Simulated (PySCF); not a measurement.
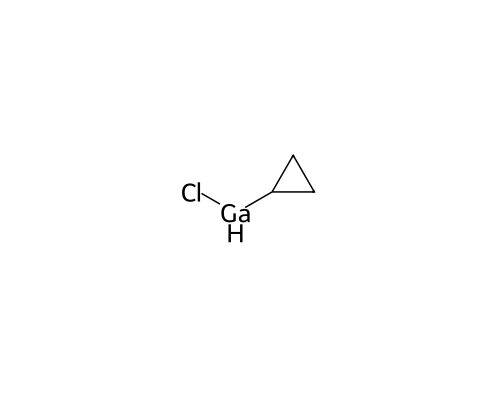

Structural formula above. Computed geometry: PBE0-D3(BJ)/def2-SVP optimisation. No frequency run is at hand to confirm it as a minimum.

What does the molecule look like in three dimensions?

It has 11 atoms: 3 carbon, 6 hydrogen, 1 chlorine and 1 gallium (C₃H₆ClGa). Its SMILES string is `[Cl][GaH][CH]1CC1`. Coordination, clear cases only: 1 Ga trigonal planar.

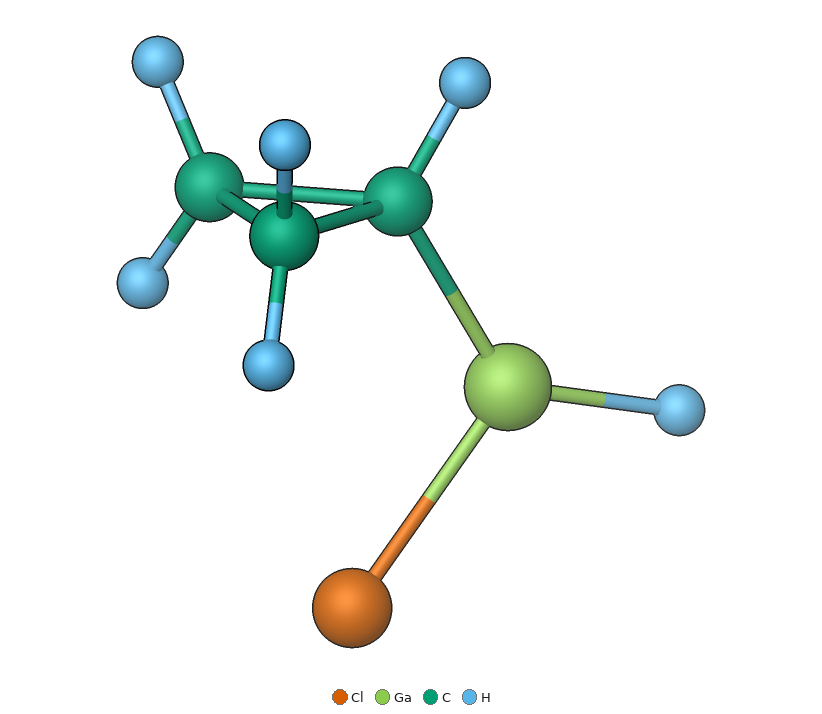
